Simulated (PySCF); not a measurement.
**C₃H₁₀Si: NMR shifts at several levels of theory**

Aim: compute the NMR shifts of C₃H₁₀Si (`CCC[SiH3]`) at several levels, and see how far they spread and what each costs.

Computed with PySCF 2.14.0, with density-fitted response routines of our own, on a single molecule in the gas phase. Atoms count from 0, in the outputs and in this text.

## Step 1: Starting geometry

14 atoms, charge 0, multiplicity 1; geometry from: PBE0-D3(BJ)/def2-SVP.

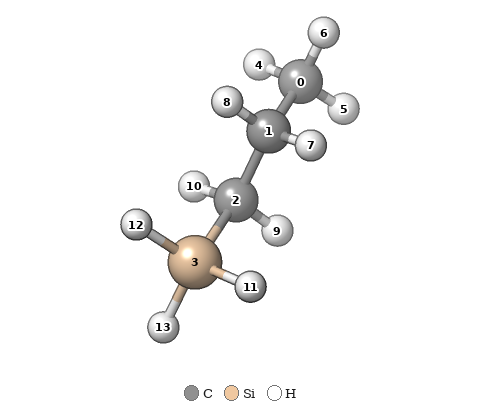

As it starts; carbon grey, silicon light orange, hydrogen white, atoms numbered.

## Step 2: Shielding tensors: HF/pcSseg-2

Job settings and geometry (Å):

```
{"job": {"kind": "nmr", "xc": "HF", "basis": "pcSseg-2", "pop": false}, "charge": 0, "multiplicity": 1}
C     -1.867384     0.061543    -0.147532
C     -0.423927     0.227494     0.304577
C      0.561011    -0.625426    -0.494192
Si     2.357567    -0.465131     0.055518
H     -2.198284    -0.984283    -0.043205
H     -1.987009     0.339826    -1.207051
H     -2.552821     0.689019     0.443033
H     -0.136150     1.290890     0.228664
H     -0.344940    -0.024480     1.376810
H      0.506921    -0.368271    -1.567145
H      0.280511    -1.692340    -0.429363
H      2.830577     0.947466    -0.093825
H      2.500713    -0.852642     1.494420
H      3.243837    -1.349076    -0.763454
```

Method: GIAO HF/pcSseg-2 NMR shielding, non-relativistic, gas phase.

Started as:

```console
$ OMP_NUM_THREADS=1 python probes_run.py task.json out
```

This one command runs all jobs of the session in turn.

Standard output:

```text
final grid: 99272 points
cycle   1  E = -408.3637983203  dE =  1.839e-01  |g| = 3.321e-01  |ddm| = 2.305e+00
cycle   2  E = -408.4069317187  dE = -4.313e-02  |g| = 9.433e-02  |ddm| = 3.420e-01
cycle   3  E = -408.4106213473  dE = -3.690e-03  |g| = 3.139e-02  |ddm| = 1.423e-01
cycle   4  E = -408.4109264301  dE = -3.051e-04  |g| = 6.018e-03  |ddm| = 2.911e-02
cycle   5  E = -408.4109419924  dE = -1.556e-05  |g| = 1.749e-03  |ddm| = 8.097e-03
cycle   6  E = -408.4109436693  dE = -1.677e-06  |g| = 4.123e-04  |ddm| = 3.236e-03
cycle   7  E = -408.4109438044  dE = -1.351e-07  |g| = 1.077e-04  |ddm| = 1.004e-03
cycle   8  E = -408.4109438137  dE = -9.306e-09  |g| = 3.089e-05  |ddm| = 2.653e-04
cycle   9  E = -408.4109438141  dE = -4.603e-10  |g| = 9.580e-06  |ddm| = 4.930e-05
converged SCF energy = -408.4109438141

GIAO shielding tensors (ppm)
atom      isotropic    diamagn.    paramagn.     s11        s22        s33       span
  0 C      170.558     234.983     -64.424    157.690    163.972    190.013     32.323
  1 C      170.023     240.154     -70.131    164.259    166.997    178.811     14.552
  2 C      180.033     242.835     -62.802    169.998    174.167    195.935     25.936
  3 Si     438.511     873.798    -435.287    413.215    414.446    487.872     74.657
  4 H       30.712      29.318       1.394     26.772     28.824     36.542      9.770
  5 H       30.706      29.442       1.264     26.761     28.821     36.536      9.776
  6 H       30.427      28.336       2.091     25.852     27.623     37.806     11.955
  7 H       30.453      32.220      -1.767     25.050     30.167     36.142     11.092
  8 H       30.459      32.056      -1.597     25.020     30.224     36.133     11.113
  9 H       31.224      31.629      -0.405     26.684     29.973     37.016     10.332
 10 H       31.236      31.464      -0.229     26.654     30.052     37.001     10.347
 11 H       28.042      28.914      -0.872     25.010     26.288     32.828      7.818
 12 H       28.051      28.875      -0.824     25.012     26.330     32.811      7.799
 13 H       27.935      28.234      -0.299     24.768     25.734     33.304      8.536
```

Wall time 38 s (1 thread of Arm Neoverse V1, shared host); peak memory 1.1 GiB.

The references, computed at this level on geometries of the same kind, shield at (ppm): 1H TMS 31.68, 13C TMS 191.5, 29Si TMS 383.0. Their shielding less the atom's gives the shift. The references are single molecules in the gas phase. Atoms listed in one row are averaged.

```
        atoms                          environment  σ (ppm)  δ (ppm)
           C1                              sp3 CH2    170.0     21.5
           C0                        methyl carbon    170.6     20.9
           C2                 sp3 CH2 bonded to Si    180.0     11.4
H11, H12, H13    hydrogen on a silicon bonded to C    28.01     3.67
       H7, H8               hydrogen on an sp3 CH2    30.46     1.23
   H4, H5, H6          hydrogen on a methyl carbon    30.62     1.07
      H9, H10  hydrogen on an sp3 CH2 bonded to Si    31.23     0.45
          Si3             silicon bonded to C, 3 H    438.5    -55.6
```

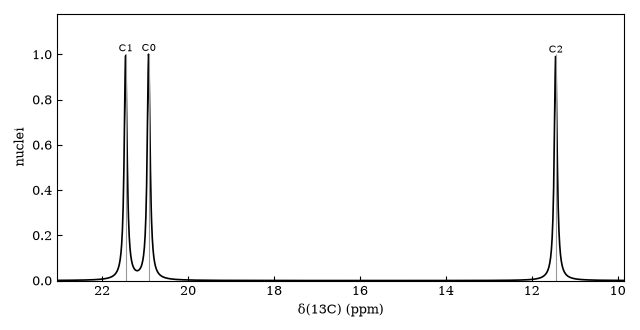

13C lines at the computed shifts, without couplings. Lines are broadened to a width of 0.08 ppm (Lorentzian).

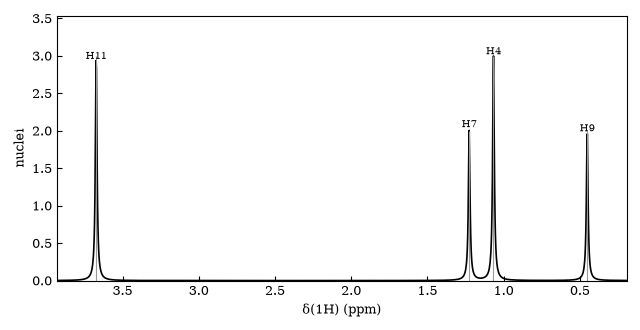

1H lines at the computed shifts, without couplings. Lines are broadened to a width of 0.01 ppm (Lorentzian).

## Step 3: Shielding tensors: LDA/pcSseg-2

Same as in step 2 but for these lines:

```diff
@@ -1,2 +1,2 @@
-{"job": {"kind": "nmr", "xc": "HF", "basis": "pcSseg-2", "pop": false}, "charge": 0, "multiplicity": 1}
+{"job": {"kind": "nmr", "xc": "LDA", "basis": "pcSseg-2", "pop": false}, "charge": 0, "multiplicity": 1}
 C     -1.867384     0.061543    -0.147532
```

With the program's defaults for keys left out, this is: GIAO LDA/pcSseg-2 NMR shielding, non-relativistic, gas phase.

Standard output:

```text
coarse grid: 11088 points
cycle   1  E = -407.4643224813  dE = -1.025e-01  |g| = 6.102e-01  |ddm| = 2.466e+00
cycle   2  E = -407.2509206578  dE =  2.134e-01  |g| = 1.058e+00  |ddm| = 1.173e+00
cycle   3  E = -407.5606148336  dE = -3.097e-01  |g| = 9.321e-02  |ddm| = 8.723e-01
cycle   4  E = -407.5627939866  dE = -2.179e-03  |g| = 3.663e-02  |ddm| = 1.219e-01
cycle   5  E = -407.5630872871  dE = -2.933e-04  |g| = 1.200e-02  |ddm| = 2.858e-02
cycle   6  E = -407.5631198399  dE = -3.255e-05  |g| = 2.674e-03  |ddm| = 1.044e-02
cycle   7  E = -407.5631215152  dE = -1.675e-06  |g| = 6.320e-04  |ddm| = 2.521e-03
final grid: 99272 points
cycle   8  E = -407.5636937168  dE = -9.777e-05  |g| = 4.043e-03  |ddm| = 5.357e-02
cycle   9  E = -407.5636861150  dE =  7.602e-06  |g| = 6.589e-03  |ddm| = 7.075e-03
cycle  10  E = -407.5636974749  dE = -1.136e-05  |g| = 6.724e-04  |ddm| = 4.875e-03
cycle  11  E = -407.5636975698  dE = -9.494e-08  |g| = 2.071e-04  |ddm| = 6.057e-04
cycle  12  E = -407.5636975797  dE = -9.945e-09  |g| = 5.214e-05  |ddm| = 1.520e-04
cycle  13  E = -407.5636975803  dE = -5.966e-10  |g| = 1.267e-05  |ddm| = 4.406e-05
converged SCF energy = -407.5636975803

GIAO shielding tensors (ppm)
atom      isotropic    diamagn.    paramagn.     s11        s22        s33       span
  0 C      159.894     239.200     -79.305    143.364    151.866    184.453     41.089
  1 C      154.836     242.651     -87.815    144.483    151.946    168.080     23.597
  2 C      165.378     244.603     -79.225    154.498    155.011    186.624     32.126
  3 Si     378.460     878.917    -500.458    345.091    349.834    440.454     95.364
  4 H       29.879      28.878       1.001     26.302     28.003     35.332      9.030
  5 H       29.875      28.890       0.985     26.296     27.996     35.333      9.036
  6 H       29.461      28.366       1.094     24.944     26.831     36.607     11.664
  7 H       29.254      31.220      -1.966     23.972     29.566     34.224     10.252
  8 H       29.265      31.213      -1.948     23.944     29.630     34.221     10.277
  9 H       29.972      30.548      -0.576     25.638     29.202     35.075      9.437
 10 H       29.984      30.505      -0.522     25.604     29.287     35.060      9.456
 11 H       26.755      27.877      -1.122     23.898     24.967     31.400      7.502
 12 H       26.768      27.872      -1.104     23.911     25.007     31.386      7.475
 13 H       26.540      27.454      -0.914     23.433     24.392     31.795      8.362
```

Wall time 43 s (1 thread of Arm Neoverse V1, shared host); peak memory 0.97 GiB.

Key values: δ C1 25.4, C0 20.4, C2 14.9, Si3 -75.4, H11 4.08, H7 1.51 ppm (means over like atoms).

## Step 4: Shielding tensors: PBE/pcSseg-2

Same as in step 3 but for these lines:

```diff
@@ -1,2 +1,2 @@
-{"job": {"kind": "nmr", "xc": "LDA", "basis": "pcSseg-2", "pop": false}, "charge": 0, "multiplicity": 1}
+{"job": {"kind": "nmr", "xc": "PBE", "basis": "pcSseg-2", "pop": false}, "charge": 0, "multiplicity": 1}
 C     -1.867384     0.061543    -0.147532
```

Method: GIAO PBE/pcSseg-2 NMR shielding, non-relativistic, gas phase.

Standard output:

```text
coarse grid: 11088 points
cycle   1  E = -409.4601947620  dE = -1.090e-01  |g| = 5.660e-01  |ddm| = 2.361e+00
cycle   2  E = -409.2915904670  dE =  1.686e-01  |g| = 9.546e-01  |ddm| = 1.098e+00
cycle   3  E = -409.5453267604  dE = -2.537e-01  |g| = 8.237e-02  |ddm| = 7.936e-01
cycle   4  E = -409.5470579147  dE = -1.731e-03  |g| = 3.144e-02  |ddm| = 1.050e-01
cycle   5  E = -409.5472718003  dE = -2.139e-04  |g| = 1.093e-02  |ddm| = 2.455e-02
cycle   6  E = -409.5472996763  dE = -2.788e-05  |g| = 1.853e-03  |ddm| = 8.845e-03
cycle   7  E = -409.5473004809  dE = -8.046e-07  |g| = 5.617e-04  |ddm| = 1.792e-03
final grid: 99272 points
cycle   8  E = -409.5565383295  dE = -1.122e-04  |g| = 1.133e-02  |ddm| = 5.530e-02
cycle   9  E = -409.5564732612  dE =  6.507e-05  |g| = 1.908e-02  |ddm| = 2.025e-02
cycle  10  E = -409.5565703637  dE = -9.710e-05  |g| = 1.196e-03  |ddm| = 1.368e-02
cycle  11  E = -409.5565706623  dE = -2.985e-07  |g| = 4.181e-04  |ddm| = 1.188e-03
cycle  12  E = -409.5565707032  dE = -4.094e-08  |g| = 1.033e-04  |ddm| = 2.937e-04
cycle  13  E = -409.5565707056  dE = -2.383e-09  |g| = 2.694e-05  |ddm| = 9.492e-05
cycle  14  E = -409.5565707058  dE = -2.077e-10  |g| = 6.845e-06  |ddm| = 2.897e-05
converged SCF energy = -409.5565707058

GIAO shielding tensors (ppm)
atom      isotropic    diamagn.    paramagn.     s11        s22        s33       span
  0 C      157.870     239.143     -81.273    142.328    149.783    181.499     39.172
  1 C      152.899     242.468     -89.569    143.184    149.901    165.613     22.430
  2 C      164.298     244.230     -79.933    153.765    154.598    184.530     30.764
  3 Si     392.887     878.182    -485.295    361.839    366.292    450.531     88.693
  4 H       30.262      29.304       0.958     26.825     28.452     35.510      8.686
  5 H       30.258      29.393       0.865     26.818     28.446     35.510      8.691
  6 H       29.847      28.405       1.441     25.521     27.296     36.723     11.202
  7 H       29.683      31.788      -2.105     24.591     29.970     34.489      9.897
  8 H       29.693      31.689      -1.997     24.562     30.031     34.484      9.921
  9 H       30.417      31.051      -0.634     26.251     29.640     35.360      9.109
 10 H       30.428      30.935      -0.507     26.217     29.722     35.346      9.129
 11 H       27.311      28.643      -1.332     24.520     25.569     31.844      7.324
 12 H       27.323      28.614      -1.291     24.530     25.609     31.829      7.300
 13 H       27.108      27.963      -0.855     24.085     24.996     32.241      8.156
```

Run time: 60 s. Hardware: 1 thread of Arm Neoverse V1, shared host; peak memory 0.9 GiB.

This run: δ C1 26.5, C0 21.5, C2 15.1, Si3 -69.5, H11 3.93, H7 1.49 ppm (means over like atoms).

## Step 5: Shielding tensors: BLYP/pcSseg-2

Same as in step 4 but for these lines:

```diff
@@ -1,2 +1,2 @@
-{"job": {"kind": "nmr", "xc": "PBE", "basis": "pcSseg-2", "pop": false}, "charge": 0, "multiplicity": 1}
+{"job": {"kind": "nmr", "xc": "BLYP", "basis": "pcSseg-2", "pop": false}, "charge": 0, "multiplicity": 1}
 C     -1.867384     0.061543    -0.147532
```

Method: GIAO BLYP/pcSseg-2 NMR shielding, non-relativistic, gas phase.

Standard output:

```text
coarse grid: 11088 points
cycle   1  E = -409.6953142919  dE = -1.112e-01  |g| = 5.999e-01  |ddm| = 2.350e+00
cycle   2  E = -409.4980714616  dE =  1.972e-01  |g| = 1.022e+00  |ddm| = 1.188e+00
cycle   3  E = -409.7895570078  dE = -2.915e-01  |g| = 9.006e-02  |ddm| = 8.707e-01
cycle   4  E = -409.7916448601  dE = -2.088e-03  |g| = 3.525e-02  |ddm| = 1.173e-01
cycle   5  E = -409.7919070379  dE = -2.622e-04  |g| = 1.354e-02  |ddm| = 2.866e-02
cycle   6  E = -409.7919503452  dE = -4.331e-05  |g| = 1.792e-03  |ddm| = 1.043e-02
cycle   7  E = -409.7919510913  dE = -7.461e-07  |g| = 6.976e-04  |ddm| = 1.832e-03
final grid: 99272 points
cycle   8  E = -409.8049372806  dE = -1.016e-04  |g| = 8.142e-03  |ddm| = 5.347e-02
cycle   9  E = -409.8049050574  dE =  3.222e-05  |g| = 1.349e-02  |ddm| = 1.447e-02
cycle  10  E = -409.8049533560  dE = -4.830e-05  |g| = 1.092e-03  |ddm| = 9.909e-03
cycle  11  E = -409.8049536161  dE = -2.601e-07  |g| = 3.562e-04  |ddm| = 1.098e-03
cycle  12  E = -409.8049536437  dE = -2.759e-08  |g| = 1.227e-04  |ddm| = 2.794e-04
cycle  13  E = -409.8049536471  dE = -3.424e-09  |g| = 2.646e-05  |ddm| = 9.888e-05
cycle  14  E = -409.8049536473  dE = -1.983e-10  |g| = 6.160e-06  |ddm| = 2.946e-05
converged SCF energy = -409.8049536473

GIAO shielding tensors (ppm)
atom      isotropic    diamagn.    paramagn.     s11        s22        s33       span
  0 C      152.706     236.569     -83.863    136.888    144.379    176.851     39.963
  1 C      147.185     240.014     -92.829    137.502    144.123    159.929     22.427
  2 C      158.333     242.634     -84.301    147.868    148.304    178.827     30.959
  3 Si     380.356     877.426    -497.070    348.880    353.305    438.884     90.003
  4 H       30.418      29.456       0.962     27.165     28.678     35.411      8.246
  5 H       30.413      29.504       0.910     27.157     28.673     35.410      8.253
  6 H       29.998      28.847       1.151     25.857     27.560     36.577     10.720
  7 H       29.881      31.726      -1.845     25.024     30.227     34.394      9.370
  8 H       29.890      31.662      -1.771     24.995     30.287     34.388      9.393
  9 H       30.638      31.122      -0.484     26.749     29.942     35.223      8.475
 10 H       30.650      31.029      -0.379     26.715     30.022     35.212      8.497
 11 H       27.574      28.713      -1.139     24.855     25.873     31.993      7.138
 12 H       27.585      28.692      -1.106     24.865     25.913     31.978      7.113
 13 H       27.374      28.118      -0.744     24.428     25.307     32.387      7.959
```

It took 56 s on 1 thread of Arm Neoverse V1, shared host; peak memory 0.89 GiB.

In short: δ C1 27.8, C0 22.3, C2 16.7, Si3 -70.7, H11 3.86, H7 1.49 ppm (means over like atoms).

## Step 6: Shielding tensors: BP86/pcSseg-2

Same as in step 5 but for these lines:

```diff
@@ -1,2 +1,2 @@
-{"job": {"kind": "nmr", "xc": "BLYP", "basis": "pcSseg-2", "pop": false}, "charge": 0, "multiplicity": 1}
+{"job": {"kind": "nmr", "xc": "BP86", "basis": "pcSseg-2", "pop": false}, "charge": 0, "multiplicity": 1}
 C     -1.867384     0.061543    -0.147532
```

Method: GIAO BP86/pcSseg-2 NMR shielding, non-relativistic, gas phase.

Standard output:

```text
coarse grid: 11088 points
cycle   1  E = -409.8224488037  dE = -1.102e-01  |g| = 5.585e-01  |ddm| = 2.351e+00
cycle   2  E = -409.6699109652  dE =  1.525e-01  |g| = 9.231e-01  |ddm| = 1.034e+00
cycle   3  E = -409.9046166577  dE = -2.347e-01  |g| = 8.168e-02  |ddm| = 7.421e-01
cycle   4  E = -409.9063277252  dE = -1.711e-03  |g| = 3.038e-02  |ddm| = 1.003e-01
cycle   5  E = -409.9065293235  dE = -2.016e-04  |g| = 1.055e-02  |ddm| = 2.455e-02
cycle   6  E = -409.9065552565  dE = -2.593e-05  |g| = 1.773e-03  |ddm| = 8.467e-03
cycle   7  E = -409.9065559961  dE = -7.396e-07  |g| = 5.730e-04  |ddm| = 1.680e-03
final grid: 99272 points
cycle   8  E = -409.9163081611  dE = -1.143e-04  |g| = 6.010e-03  |ddm| = 5.419e-02
cycle   9  E = -409.9162912118  dE =  1.695e-05  |g| = 9.655e-03  |ddm| = 1.036e-02
cycle  10  E = -409.9163165441  dE = -2.533e-05  |g| = 7.976e-04  |ddm| = 7.038e-03
cycle  11  E = -409.9163166732  dE = -1.291e-07  |g| = 3.243e-04  |ddm| = 7.404e-04
cycle  12  E = -409.9163166973  dE = -2.417e-08  |g| = 8.434e-05  |ddm| = 2.376e-04
cycle  13  E = -409.9163166989  dE = -1.539e-09  |g| = 1.892e-05  |ddm| = 6.384e-05
cycle  14  E = -409.9163166990  dE = -9.982e-11  |g| = 4.859e-06  |ddm| = 2.028e-05
converged SCF energy = -409.9163166990

GIAO shielding tensors (ppm)
atom      isotropic    diamagn.    paramagn.     s11        s22        s33       span
  0 C      157.637     238.817     -81.179    142.364    149.672    180.876     38.511
  1 C      152.953     242.514     -89.562    143.460    149.779    165.618     22.158
  2 C      164.262     244.517     -80.255    153.719    154.755    184.312     30.593
  3 Si     391.034     878.178    -487.144    360.397    365.141    447.564     87.167
  4 H       30.317      29.368       0.949     26.889     28.527     35.537      8.648
  5 H       30.313      29.445       0.868     26.882     28.521     35.536      8.654
  6 H       29.915      28.557       1.358     25.614     27.367     36.762     11.148
  7 H       29.748      31.886      -2.138     24.680     30.037     34.527      9.847
  8 H       29.757      31.795      -2.038     24.650     30.098     34.522      9.871
  9 H       30.487      31.173      -0.687     26.344     29.721     35.395      9.051
 10 H       30.497      31.063      -0.566     26.309     29.802     35.381      9.071
 11 H       27.366      28.625      -1.259     24.575     25.632     31.892      7.317
 12 H       27.378      28.600      -1.222     24.585     25.671     31.877      7.292
 13 H       27.170      28.002      -0.832     24.156     25.058     32.297      8.142
```

It took 55 s on 1 thread of Arm Neoverse V1, shared host; peak memory 0.89 GiB.

In short: δ C1 26.2, C0 21.5, C2 14.9, Si3 -69.0, H11 3.93, H7 1.48 ppm (means over like atoms).

## Step 7: Nuclear shieldings: OPBE/pcSseg-2

Same as in step 6 but for these lines:

```diff
@@ -1,2 +1,2 @@
-{"job": {"kind": "nmr", "xc": "BP86", "basis": "pcSseg-2", "pop": false}, "charge": 0, "multiplicity": 1}
+{"job": {"kind": "nmr", "xc": "OPBE", "basis": "pcSseg-2", "pop": false}, "charge": 0, "multiplicity": 1}
 C     -1.867384     0.061543    -0.147532
```

Method: GIAO OPBE/pcSseg-2 NMR shielding, non-relativistic, gas phase.

Standard output:

```text
coarse grid: 11088 points
cycle   1  E = -409.7245864283  dE = -1.349e-01  |g| = 4.978e-01  |ddm| = 2.394e+00
cycle   2  E = -409.6103020108  dE =  1.143e-01  |g| = 8.067e-01  |ddm| = 1.015e+00
cycle   3  E = -409.7941302930  dE = -1.838e-01  |g| = 6.591e-02  |ddm| = 6.957e-01
cycle   4  E = -409.7952228048  dE = -1.093e-03  |g| = 2.774e-02  |ddm| = 8.572e-02
cycle   5  E = -409.7953941524  dE = -1.713e-04  |g| = 9.055e-03  |ddm| = 2.152e-02
cycle   6  E = -409.7954135833  dE = -1.943e-05  |g| = 1.709e-03  |ddm| = 7.668e-03
cycle   7  E = -409.7954142633  dE = -6.800e-07  |g| = 5.481e-04  |ddm| = 1.712e-03
final grid: 99272 points
cycle   8  E = -409.7935244149  dE = -2.473e-04  |g| = 1.211e-02  |ddm| = 7.905e-02
cycle   9  E = -409.7934761738  dE =  4.824e-05  |g| = 1.705e-02  |ddm| = 1.943e-02
cycle  10  E = -409.7935536505  dE = -7.748e-05  |g| = 2.233e-03  |ddm| = 1.346e-02
cycle  11  E = -409.7935546501  dE = -9.996e-07  |g| = 5.009e-04  |ddm| = 1.708e-03
cycle  12  E = -409.7935547069  dE = -5.678e-08  |g| = 1.643e-04  |ddm| = 4.018e-04
cycle  13  E = -409.7935547130  dE = -6.045e-09  |g| = 3.427e-05  |ddm| = 1.082e-04
cycle  14  E = -409.7935547133  dE = -2.989e-10  |g| = 7.939e-06  |ddm| = 3.198e-05
converged SCF energy = -409.7935547133

GIAO shielding tensors (ppm)
atom      isotropic    diamagn.    paramagn.     s11        s22        s33       span
  0 C      163.411     243.176     -79.765    149.295    155.569    185.370     36.075
  1 C      159.006     245.013     -86.007    149.660    156.174    171.184     21.524
  2 C      170.975     245.651     -74.676    160.639    162.598    189.688     29.049
  3 Si     417.780     878.812    -461.032    389.342    393.127    470.871     81.529
  4 H       30.314      29.351       0.963     26.706     28.467     35.770      9.064
  5 H       30.310      29.561       0.749     26.700     28.461     35.769      9.068
  6 H       29.931      27.819       2.113     25.527     27.285     36.983     11.456
  7 H       29.713      32.110      -2.397     24.443     29.873     34.824     10.380
  8 H       29.720      31.893      -2.172     24.411     29.933     34.816     10.405
  9 H       30.432      31.119      -0.687     26.019     29.530     35.748      9.729
 10 H       30.441      30.911      -0.470     25.984     29.609     35.729      9.746
 11 H       27.393      29.228      -1.835     24.567     25.663     31.950      7.383
 12 H       27.404      29.163      -1.759     24.574     25.702     31.937      7.363
 13 H       27.205      28.159      -0.954     24.179     25.082     32.353      8.174
```

It took 55 s on 1 thread of Arm Neoverse V1, shared host; peak memory 0.89 GiB.

This run: δ C1 25.4, C0 21.0, C2 13.4, Si3 -62.2, H11 3.86, H7 1.48 ppm (means over like atoms).

(Part 1 of 2 ends here.)
